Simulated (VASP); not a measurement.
Band structure of CuN (space group Fm-3m). Calculation: PBE GGA, VASP's PBE PAW potentials (set 64) (plane waves; VASP).

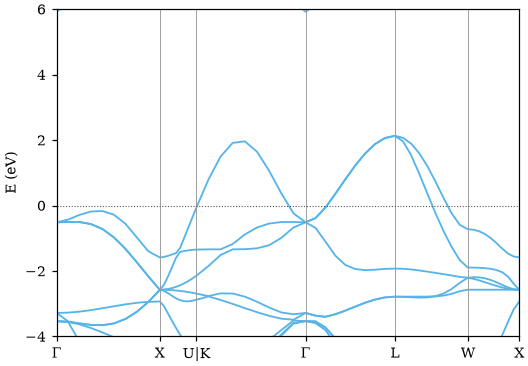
Figure. Bands along high-symmetry lines, zero at the valence-band maximum or, without a gap, the Fermi level

Task: Read the plot: is there a gap, and where are the band edges?

Result: It has no gap at this level: it comes out as a metal or semimetal.

The structure was generated: CuN was put into an ordered model structure (Fm-3m), which need not be its known phase. The cell was not relaxed at this level.
